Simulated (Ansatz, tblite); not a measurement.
**SiMe2(SiMe3)2 (C₈H₂₄Si₃): a ladder of methods and basis sets**

How do method and basis change the picture of SiMe2(SiMe3)2 (C₈H₂₄Si₃) (singlet)?

Method: as each input shows; program: Ansatz 0.2.0, Gaussian basis.

Plan: GFN1-xTB, GFN2-xTB, PBE-D4/def2-TZVP, r2SCAN-D4/def2-TZVP, LDA/def2-TZVP, r2SCAN0-D4/def2-TZVP, PBE-D4/def2-SVP, PBE0-D4/def2-SVP, HF/STO-3G, MP2/def2-SVP.

5 further runs of the same task are left out: 3 that didn't finish, 2 set aside as unsound or not needed.

### Step 1. The relaxed structure

The geometry is that of the singlet, from an earlier relaxation (PBE-D4/def2-SVP).

35 atoms, charge 0, spin multiplicity 1.

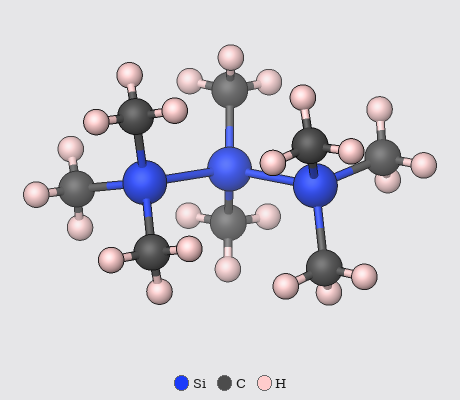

The geometry (silicon blue, carbon dark grey, hydrogen pink).

PBE0-D4/def2-TZVP was run before; its log isn't repeated, and its numbers join the tables.

### Step 2. GFN1-xTB

Tight binding, by tblite at 300 K electronic temperature and without a spin-polarisation term:

```python
tblite.interface.Calculator('GFN1-xTB', numbers, positions, charge=0, uhf=0).singlepoint()
```

Energy -963.0523 eV, HOMO -10.16 eV, LUMO -6.22 eV; 0.041 s.

### Step 3. GFN2-xTB

Tight binding, by tblite at 300 K electronic temperature and without a spin-polarisation term:

```python
tblite.interface.Calculator('GFN2-xTB', numbers, positions, charge=0, uhf=0).singlepoint()
```

Energy -938.2562 eV, HOMO -8.89 eV, LUMO -4.79 eV; 0.022 s.

### Step 4. PBE-D4/def2-TZVP

start.molden holds the orbitals of an earlier run on this state, given as this run's starting guess.

in.yaml reads:

```yaml
crystal:
  periodic: [false, false, false]
  atoms:
    - {symbol: Si, position_ang: [0.885778, 0.001126, 0.472365]}
    - {symbol: C, position_ang: [1.115795, 0.028923, 2.369906]}
    - {symbol: H, position_ang: [0.136080, 0.035127, 2.890046]}
    - {symbol: H, position_ang: [1.676911, 0.931273, 2.691399]}
    - {symbol: H, position_ang: [1.679261, -0.863175, 2.714584]}
    - {symbol: C, position_ang: [2.605875, -0.023251, -0.360381]}
    - {symbol: H, position_ang: [3.197019, 0.872310, -0.076433]}
    - {symbol: H, position_ang: [2.514169, -0.034661, -1.465801]}
    - {symbol: H, position_ang: [3.182593, -0.922207, -0.057598]}
    - {symbol: Si, position_ang: [-0.301584, 1.932748, -0.179031]}
    - {symbol: C, position_ang: [-0.950952, 1.748503, -1.958298]}
    - {symbol: C, position_ang: [-1.773842, 2.195570, 0.996989]}
    - {symbol: C, position_ang: [0.837010, 3.455426, -0.093400]}
    - {symbol: H, position_ang: [-1.464211, 2.676282, -2.288797]}
    - {symbol: H, position_ang: [-1.677845, 0.913762, -2.035104]}
    - {symbol: H, position_ang: [-0.125603, 1.544876, -2.671443]}
    - {symbol: H, position_ang: [-2.457081, 1.321730, 0.990532]}
    - {symbol: H, position_ang: [-1.426802, 2.345295, 2.040263]}
    - {symbol: H, position_ang: [-2.361106, 3.091062, 0.702392]}
    - {symbol: H, position_ang: [1.233930, 3.602022, 0.932439]}
    - {symbol: H, position_ang: [1.702636, 3.348307, -0.779090]}
    - {symbol: H, position_ang: [0.287755, 4.377378, -0.380267]}
    - {symbol: Si, position_ang: [-0.308457, -1.933858, -0.154438]}
    - {symbol: C, position_ang: [-2.141488, -1.766525, 0.328761]}
    - {symbol: C, position_ang: [-0.178771, -2.178512, -2.036419]}
    - {symbol: C, position_ang: [0.421974, -3.460168, 0.716695]}
    - {symbol: H, position_ang: [-2.701770, -2.693442, 0.083063]}
    - {symbol: H, position_ang: [-2.623338, -0.926032, -0.212164]}
    - {symbol: H, position_ang: [-2.256196, -1.578549, 1.416317]}
    - {symbol: H, position_ang: [-0.586804, -1.306529, -2.586969]}
    - {symbol: H, position_ang: [0.877834, -2.310841, -2.348183]}
    - {symbol: H, position_ang: [-0.742504, -3.079984, -2.357494]}
    - {symbol: H, position_ang: [1.490250, -3.599514, 0.451208]}
    - {symbol: H, position_ang: [0.357246, -3.361987, 1.819972]}
    - {symbol: H, position_ang: [-0.123773, -4.382491, 0.424359]}
basis:
  gaussian: {orbitals: def2-TZVP, initial_orbitals: start.molden}
hamiltonian: {xc: pbe, dispersion: d4}
scf: {omitted_lower_state_checks: [starts]}
output: {orbitals: {seedname: orbitals}}
```

Run with:

```console
$ ansatz run in.yaml --threads 4 --pin off --events-out ev --progress --plain --max-ram 6963MiB
```

Log:

```text
Functional definition: PBE
  name "PBE"
  cite "Perdew, Burke & Ernzerhof, Phys. Rev. Lett. 77, 3865 (1996) doi:10.1103/PhysRevLett.77.3865"
  parent pbe
  parameter kappa = 0.804
  parameter beta = 0.06672455060314922
  exchange = pbe_x(kappa = kappa, mu = beta*pi^2/3)
  correlation = pbe_c(beta = beta)
these checks for a lower state are left out or cut short: starts
3252 factors; their error is unknown
mean field evaluation 1: about -32302.4804 eV, gradient 1.5e1 eV
mean field evaluation 2: about -32302.7148 eV, gradient 2.6e-1 eV
mean field evaluation 4: about -32302.6174 eV, gradient 1.1e-3 eV
mean field -32302.61736853 eV, -1187.0992927930 hartree, gradient 1.6e-5 eV, S^2 0.000000; 0 other end points of the search recorded, 0 dependent functions left out
reference -32302.61744331 eV, -1187.0992955410 hartree; 57, 57 occupied and 446, 446 virtual orbitals, 3252 factors
Total energy: -32303.68901525 eV, -1187.1386750835 hartree
Checks for a lower state left out: starts
```

Run time: 5 s. Hardware: 4 threads of AMD EPYC 9B45, shared host; peak memory 1.6 GiB.

HOMO -5.46 eV, LUMO -0.41 eV.

### Step 5. r2SCAN-D4/def2-TZVP

Changes to in.yaml since step 4:

```diff
@@ -40,3 +40,3 @@
   gaussian: {orbitals: def2-TZVP, initial_orbitals: start.molden}
-hamiltonian: {xc: pbe, dispersion: d4}
+hamiltonian: {xc: r2scan, dispersion: d4}
 scf: {omitted_lower_state_checks: [starts]}
```

Same command.

Log:

```text
Functional definition: r2SCAN
  name "r2SCAN"
  cite "Furness, Kaplan, Ning, Perdew & Sun, J. Phys. Chem. Lett. 11, 8208 (2020) doi:10.1021/acs.jpclett.0c02405"
  cite "Furness, Kaplan, Ning, Perdew & Sun, J. Phys. Chem. Lett. 11, 9248 (2020) doi:10.1021/acs.jpclett.0c03077"
  parent r2scan
  parameter k0 = 0.174
  parameter k1 = 0.065
  parameter a1 = 4.9479
  exchange = r2scan_x(k0 = k0, k1 = k1, a1 = a1)
  correlation = r2scan_c
these checks for a lower state are left out or cut short: starts
3252 factors; their error is unknown
mean field evaluation 1: about -32320.0780 eV, gradient 9.3e0 eV
mean field evaluation 2: about -32320.1647 eV, gradient 1.0e-1 eV
mean field evaluation 4: about -32320.0865 eV, gradient 6.4e-4 eV
mean field -32320.08652002 eV, -1187.7412722691 hartree, gradient 2.0e-5 eV, S^2 0.000000; 0 other end points of the search recorded, 0 dependent functions left out
reference -32320.08654050 eV, -1187.7412730219 hartree; 57, 57 occupied and 446, 446 virtual orbitals, 3252 factors
Total energy: -32320.40978502 eV, -1187.7531520390 hartree
Checks for a lower state left out: starts
```

It took 8 s on 4 threads of AMD EPYC 9B45, shared host; peak memory 1.6 GiB.

From the report: HOMO -5.66 eV, LUMO -0.10 eV.

### Step 6. LDA/def2-TZVP

Changes to in.yaml since step 5:

```diff
@@ -40,4 +40,4 @@
   gaussian: {orbitals: def2-TZVP, initial_orbitals: start.molden}
-hamiltonian: {xc: r2scan, dispersion: d4}
+hamiltonian: {xc: lda}
 scf: {omitted_lower_state_checks: [starts]}
-output: {orbitals: {seedname: orbitals}}
+output: {forces: true, orbitals: {seedname: orbitals}}
```

The command is unchanged.

Log, cut to the lines that bear on the results:

```text
Functional definition: SPW92
  name "SPW92"
  cite "Dirac, Proc. Camb. Phil. Soc. 26, 376 (1930) doi:10.1017/S0305004100016108"
  cite "Slater, Phys. Rev. 81, 385 (1951) doi:10.1103/PhysRev.81.385"
  cite "Perdew & Wang, Phys. Rev. B 45, 13244 (1992) doi:10.1103/PhysRevB.45.13244"
[...]
3252 factors; their error is unknown
[...]
mean field -32149.37245190 eV, -1181.4676459800 hartree, gradient 2.4e-5 eV, S^2 0.000000; 0 other end points of the search recorded, 0 dependent functions left out
[...]
reference -32149.37252050 eV, -1181.4676485009 hartree; 57, 57 occupied and 446, 446 virtual orbitals, 3252 factors
Total energy: -32149.37252050 eV, -1181.4676485009 hartree
Atom 0 at     0.885778     0.001126     0.472365 Å, force     0.227808     0.001353     0.144921 eV/Å
Atom 1 at     1.115795     0.028923     2.369906 Å, force    -0.012745    -0.003259    -0.251964 eV/Å
[...]
Atom 26 at    -2.701770    -2.693442     0.083063 Å, force     0.129649     0.183618     0.045232 eV/Å
Atom 27 at    -2.623338    -0.926032    -0.212164 Å, force     0.113208    -0.134789     0.089139 eV/Å
Atom 28 at    -2.256196    -1.578549     1.416317 Å, force     0.040114    -0.037580    -0.216954 eV/Å
Atom 29 at    -0.586804    -1.306529    -2.586969 Å, force     0.064233    -0.129212     0.120744 eV/Å
Atom 30 at     0.877834    -2.310841    -2.348183 Å, force    -0.203916     0.032378     0.083217 eV/Å
Atom 31 at    -0.742504    -3.079984    -2.357494 Å, force     0.110997     0.184299     0.081545 eV/Å
Atom 32 at     1.490250    -3.599514     0.451208 Å, force    -0.218839     0.043888     0.042675 eV/Å
Atom 33 at     0.357246    -3.361987     1.819972 Å, force     0.004598     0.001143    -0.226277 eV/Å
Atom 34 at    -0.123773    -4.382491     0.424359 Å, force     0.103357     0.202681     0.050245 eV/Å
Dipole moment:     0.008246     0.000687     0.003251 e Å
Checks for a lower state left out: starts
```

Run time: 4.9 s. Hardware: 4 threads of AMD EPYC 9B45, shared host; peak memory 1.5 GiB.

HOMO -5.53 eV, LUMO -0.61 eV.

### Step 7. r2SCAN0-D4/def2-TZVP

Changes to in.yaml since step 6:

```diff
@@ -40,4 +40,4 @@
   gaussian: {orbitals: def2-TZVP, initial_orbitals: start.molden}
-hamiltonian: {xc: lda}
+hamiltonian: {xc: {name: r2SCAN0}, dispersion: d4}
 scf: {omitted_lower_state_checks: [starts]}
-output: {forces: true, orbitals: {seedname: orbitals}}
+output: {orbitals: {seedname: orbitals}}
```

Launched as before.

Log, cut to the lines that bear on the results:

```text
Functional definition: r2SCAN0
  name "r2SCAN0"
  cite "Bursch, Neugebauer, Ehlert & Grimme, J. Chem. Phys. 156, 134105 (2022) doi:10.1063/5.0086040"
  cite "Furness, Kaplan, Ning, Perdew & Sun, J. Phys. Chem. Lett. 11, 8208 (2020) doi:10.1021/acs.jpclett.0c02405"
  cite "Furness, Kaplan, Ning, Perdew & Sun, J. Phys. Chem. Lett. 11, 9248 (2020) doi:10.1021/acs.jpclett.0c03077"
  parent r2scan
[...]
3300 factors; their error is unknown
[...]
mean field -32319.15912521 eV, -1187.7071911386 hartree, gradient 7.6e-6 eV, S^2 0.000000; 0 other end points of the search recorded, 0 dependent functions left out
reference -32319.15914154 eV, -1187.7071917386 hartree; 57, 57 occupied and 446, 446 virtual orbitals, 3300 factors
Total energy: -32319.53615521 eV, -1187.7210467357 hartree
Checks for a lower state left out: starts
```

Run time: 16 s. Hardware: 4 threads of AMD EPYC 9B45, shared host; peak memory 3.3 GiB.

Report: HOMO -6.64 eV, LUMO 0.56 eV.

### Step 8. PBE-D4/def2-SVP

Changes to in.yaml since step 7:

```diff
@@ -39,4 +39,4 @@
 basis:
-  gaussian: {orbitals: def2-TZVP, initial_orbitals: start.molden}
-hamiltonian: {xc: {name: r2SCAN0}, dispersion: d4}
+  gaussian: {orbitals: def2-SVP, initial_orbitals: start.molden}
+hamiltonian: {xc: pbe, dispersion: d4}
 scf: {omitted_lower_state_checks: [starts]}
```

Launched as before.

Log:

```text
Functional definition: PBE
  name "PBE"
  cite "Perdew, Burke & Ernzerhof, Phys. Rev. Lett. 77, 3865 (1996) doi:10.1103/PhysRevLett.77.3865"
  parent pbe
  parameter kappa = 0.804
  parameter beta = 0.06672455060314922
  exchange = pbe_x(kappa = kappa, mu = beta*pi^2/3)
  correlation = pbe_c(beta = beta)
these checks for a lower state are left out or cut short: starts
3244 factors; their error is unknown
mean field evaluation 1: about -32284.4873 eV, gradient 1.2e1 eV
mean field evaluation 2: about -32284.8907 eV, gradient 2.9e-1 eV
mean field evaluation 4: about -32284.7084 eV, gradient 7.2e-4 eV
mean field -32284.70836525 eV, -1186.4411490615 hartree, gradient 2.3e-5 eV, S^2 0.000000; 0 other end points of the search recorded, 0 dependent functions left out
reference -32284.70842037 eV, -1186.4411510871 hartree; 57, 57 occupied and 229, 229 virtual orbitals, 3244 factors
Total energy: -32285.77999231 eV, -1186.4805306297 hartree
Checks for a lower state left out: starts
```

Wall time 2.4 s (4 threads of AMD EPYC 9B45, shared host).

From the report: HOMO -5.39 eV, LUMO -0.02 eV.

### Step 9. PBE0-D4/def2-SVP

Changes to in.yaml since step 8:

```diff
@@ -40,3 +40,3 @@
   gaussian: {orbitals: def2-SVP, initial_orbitals: start.molden}
-hamiltonian: {xc: pbe, dispersion: d4}
+hamiltonian: {xc: pbe0, dispersion: d4}
 scf: {omitted_lower_state_checks: [starts]}
```

Same command.

Log:

```text
Functional definition: PBE0
  name "PBE0"
  cite "Adamo & Barone, J. Chem. Phys. 110, 6158 (1999) doi:10.1063/1.478522"
  cite "Perdew, Burke & Ernzerhof, Phys. Rev. Lett. 77, 3865 (1996) doi:10.1103/PhysRevLett.77.3865"
  parent pbe
  parameter a = 0.25
  parameter kappa = 0.804
  parameter beta = 0.06672455060314922
  exchange = (1 - a)*pbe_x(kappa = kappa, mu = beta*pi^2/3) + a*exact_x
  correlation = pbe_c(beta = beta)
these checks for a lower state are left out or cut short: starts
3244 factors; their error is unknown
mean field evaluation 1: about -32289.0582 eV, gradient 8.5e0 eV
mean field evaluation 2: about -32289.2670 eV, gradient 1.5e-1 eV
mean field evaluation 4: about -32289.3692 eV, gradient 3.1e-4 eV
mean field -32289.36923760 eV, -1186.6124329613 hartree, gradient 2.3e-5 eV, S^2 0.000000; 0 other end points of the search recorded, 0 dependent functions left out
reference -32289.36928132 eV, -1186.6124345678 hartree; 57, 57 occupied and 229, 229 virtual orbitals, 3244 factors
Total energy: -32290.31593523 eV, -1186.6472234573 hartree
Checks for a lower state left out: starts
```

Run time: 4.5 s. Hardware: 4 threads of AMD EPYC 9B45, shared host; peak memory 1.9 GiB.

HOMO -6.49 eV, LUMO 0.74 eV.

### Step 10. HF/STO-3G

Changes to in.yaml since step 9:

```diff
@@ -39,4 +39,4 @@
 basis:
-  gaussian: {orbitals: def2-SVP, initial_orbitals: start.molden}
-hamiltonian: {xc: pbe0, dispersion: d4}
+  gaussian: {orbitals: STO-3G}
+hamiltonian: {xc: hf}
 scf: {omitted_lower_state_checks: [starts]}
```

Same command.

Log:

```text
Functional definition: HF
  name "HF"
  cite "Fock, Z. Phys. 61, 126 (1930) doi:10.1007/BF01340294"
  parent pbe
  exchange = exact_x
  correlation = 0
these checks for a lower state are left out or cut short: starts
1196 factors; integrals over basis functions are off by at most 4.9e-5 eV
mean field evaluation 1: about -31841.3115 eV, gradient 1.9e1 eV
mean field evaluation 2: about -31841.7094 eV, gradient 1.9e1 eV
mean field evaluation 4: about -31843.3900 eV, gradient 5.9e-1 eV
mean field evaluation 8: about -31843.3895 eV, gradient 9.2e-6 eV
mean field -31843.38952176 eV, -1170.2229807000 hartree, gradient 2.5e-5 eV, S^2 0.000000; 0 other end points of the search recorded, 0 dependent functions left out
reference -31843.38952176 eV, -1170.2229807000 hartree; 57, 57 occupied and 34, 34 virtual orbitals, 1196 factors
Total energy: -31843.38952176 eV, -1170.2229807000 hartree
Checks for a lower state left out: starts
```

Run time: 0.5 s. Hardware: 4 threads of AMD EPYC 9B45, shared host.

From the report: HOMO -7.13 eV, LUMO 10.09 eV.

### Step 11. MP2/def2-SVP

Changes to in.yaml since step 10:

```diff
@@ -39,4 +39,4 @@
 basis:
-  gaussian: {orbitals: STO-3G}
-hamiltonian: {xc: hf}
+  gaussian: {orbitals: def2-SVP, initial_orbitals: start.molden}
+correlation: {method: mp2}
 scf: {omitted_lower_state_checks: [starts]}
```

Launched as before.

Log:

```text
Functional definition: HF
  name "HF"
  cite "Fock, Z. Phys. 61, 126 (1930) doi:10.1007/BF01340294"
  parent pbe
  exchange = exact_x
  correlation = 0
these checks for a lower state are left out or cut short: starts
2931 factors; integrals over basis functions are off by at most 1.2e-3 eV
mean field evaluation 1: about -32197.7770 eV, gradient 2.8e1 eV
mean field evaluation 2: about -32199.1519 eV, gradient 1.2e0 eV
mean field evaluation 4: about -32199.1622 eV, gradient 2.6e-2 eV
mean field evaluation 8: about -32199.1622 eV, gradient 8.4e-7 eV
mean field -32199.16222252 eV, -1183.2973863016 hartree, gradient 8.4e-7 eV, S^2 0.000000; 0 other end points of the search recorded, 0 dependent functions left out
23 core orbitals not correlated: weight in the atoms' cores, before any rotation towards them, 1.000 or more for the frozen orbitals, at most 0.000 for the correlated occupied ones
reference -32199.16222252 eV, -1183.2973863016 hartree; 34, 34 occupied and 229, 229 virtual orbitals, 2931 factors
second order -40.07564368 eV of doubles, -0.00000000 eV of singles
Total energy: -32239.23786620 eV, -1184.7701390426 hartree
Checks for a lower state left out: starts
```

Run time: 4.6 s. Hardware: 4 threads of AMD EPYC 9B45, shared host; peak memory 1.2 GiB.

From the report: Hartree-Fock HOMO -9.04 eV, LUMO 3.72 eV.

### Step 12. Levels side by side

```csv
level,functions,HOMO (eV),LUMO (eV),gap (eV),time
HF/STO-3G,91,-7.13,10.09,17.23,0.5 s
LDA/def2-TZVP,503,-5.53,-0.61,4.92,4.9 s
PBE-D4/def2-SVP,286,-5.39,-0.02,5.38,2.4 s
PBE-D4/def2-TZVP,503,-5.46,-0.41,5.06,5 s
r2SCAN-D4/def2-TZVP,503,-5.66,-0.10,5.56,8 s
PBE0-D4/def2-SVP,286,-6.49,0.74,7.23,4.5 s
PBE0-D4/def2-TZVP,503,-6.51,0.37,6.88,19 s
r2SCAN0-D4/def2-TZVP,503,-6.64,0.56,7.20,16 s
```

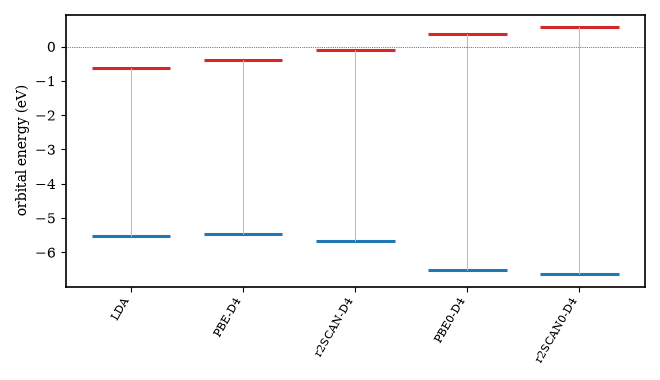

Highest filled (blue) and lowest empty (red) level in def2-TZVP.

Energy pieces by basis (eV):

```
   basis           HF  MP2 correlation              total
def2-SVP  -32199.1622         -40.0756  -32239.2379 (MP2)
```

### Step 13. Binding energy

Free atoms were run apart at each level; binding is atoms less cluster, divided by the number of atoms, without zero-point or spin-orbit terms.

```csv
level,binding an atom (eV)
HF/STO-3G,3.918
HF/def2-SVP,3.027
LDA/def2-TZVP,4.396
PBE-D4/def2-SVP,3.989
PBE-D4/def2-TZVP,3.974
r2SCAN-D4/def2-TZVP,3.940
PBE0-D4/def2-SVP,3.964
PBE0-D4/def2-TZVP,3.945
r2SCAN0-D4/def2-TZVP,3.913
MP2/def2-SVP,3.759
```

### Step 14. Results

```
                                                 quantity                                value
gap in def2-TZVP, named functionals, smallest and largest  4.92 eV (LDA), 7.20 eV (r2SCAN0-D4)
                         correlation energy, MP2/def2-SVP                            -40.08 eV
                binding an atom, functionals in def2-TZVP   3.91 (r2SCAN0-D4) to 4.40 eV (LDA)
          PBE0 total energy, smallest basis above largest       17.49 eV (def2-SVP, def2-TZVP)
```

In words: Over the named functionals in def2-TZVP the gap runs from 4.92 eV (LDA) to 7.20 eV (r2SCAN0-D4); exact exchange widens it.

The slowest run with a step of its own, r2SCAN0-D4/def2-TZVP, took 16 s; the quickest functional in def2-TZVP took 4.9 s (shared host).
